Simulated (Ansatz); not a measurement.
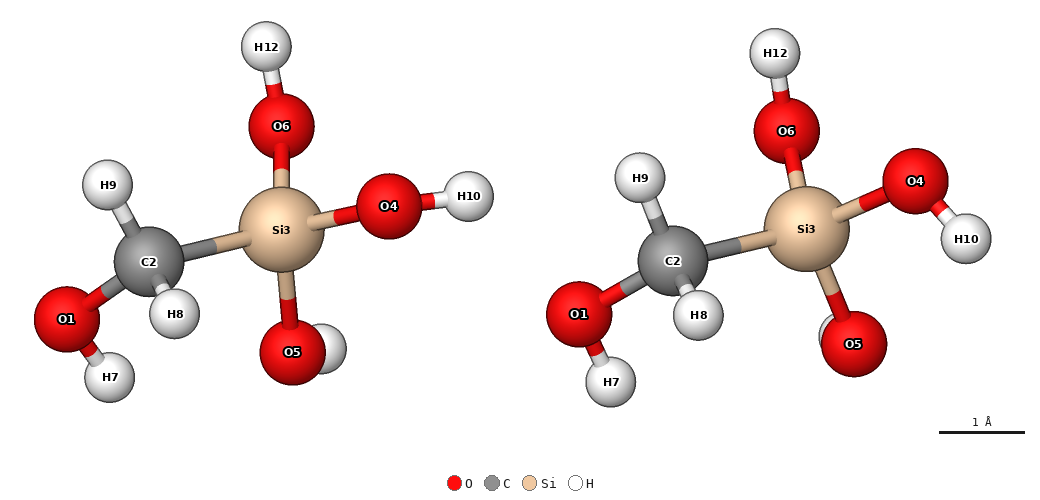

Two geometries of CH$_{6}$O$_{4}$Si, drawn at one scale. One is the start of a relaxation, the other its converged end. A ball-and-stick model, seen from a free direction.

These are results of Ansatz 0.2.0, RKS PBE-D4/6-31G, not measurements. Set-up: no spin polarisation; force threshold 0.02 eV/Å; at most 40 steps.

### Which geometry has the lower energy?

The left one is the relaxed one. The run prepares the start of a later molecular dynamics calculation, from a guessed geometry. The largest move after the best rigid fit is that of an H atom, 0.61 Å. By element the largest moves are H 0.61 Å, O 0.50 Å, Si 0.14 Å, C 0.13 Å. Among the contacts that change: O–Si 1.649 → 1.736 Å, H–O 0.920 → 0.981 Å, C–O 1.422 → 1.463 Å, C–H 1.141 → 1.100 Å. Bond angles that change, for instance: Si–O–H 110.5° → 122.3°, O–C–Si 119.2° → 108.6°, C–Si–O 111.2° → 100.8°. Groups turn about O–Si by about 80°, O–Si by about 30°. Over 10 accepted moves (13 points after the start) the energy falls by 73.4 kJ/mol. The largest force component goes from 3.5 to 0.014 eV/Å. The line search rejected the trial steps at points 3, 9, 11 of the run. Cost: 51 s on 2 threads of Arm Neoverse N1, on a shared host, peak memory 0.15 GiB.

Limits of the set-up: the basis has no polarisation functions, which atoms past neon need.
